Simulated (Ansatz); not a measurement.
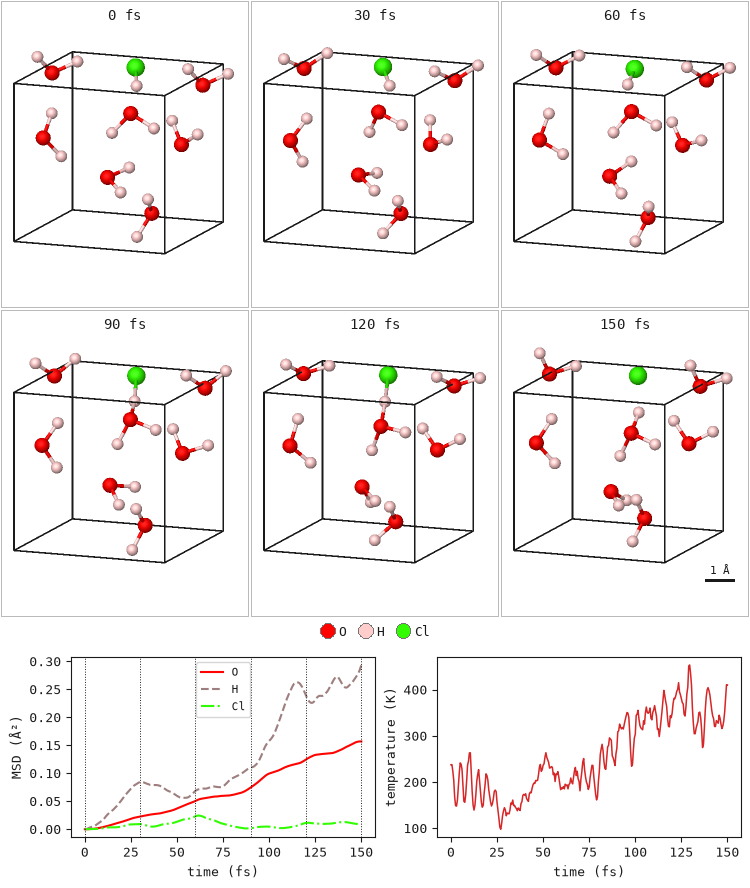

First-principles dynamics of a periodic cell with 6 H2O + 1 HCl at 1.299 g/cm³, 150 fs long. Frames and the history of the run. The picture is a ball-and-stick view of the simulation cell, seen slightly off an axis.

Method: DFT PBE-D3(BJ), scalar-relativistic, plane waves, PAW in Ansatz. Settings: plane-wave cutoff 420 eV; k-point mesh 1 × 1 × 1; Fermi-Dirac smearing 0.02 eV; low-accuracy preset; Langevin thermostat (NVT); set temperature 250 K; time step 0.5 fs; friction 0.02 per fs.

Question: What happens in this trajectory?

Answer: Root-mean-square distances from the starting positions over the second half, with the common drift of all atoms taken out: H 0.44 Å, O 0.33 Å, Cl 0.08 Å. The heavy atoms stay within a fraction of a molecule's size of their starting places; so short a run doesn't tell a liquid from a solid. Bond changes: 2 H–O bonds form between 92 fs and 128 fs. Over the second half the temperature averages 324 K (spread ±57 K). The potential energy in the second half lies on average 4.7 meV per atom above the first frame.

Limits of the set-up: the program's low-accuracy preset was used; the periodic images lie only 5.7 Å apart, so the values are limited by the cell's size.

The run took 3.5 min on 1 thread of Arm Neoverse V2 (shared host), peak memory 0.31 GiB.
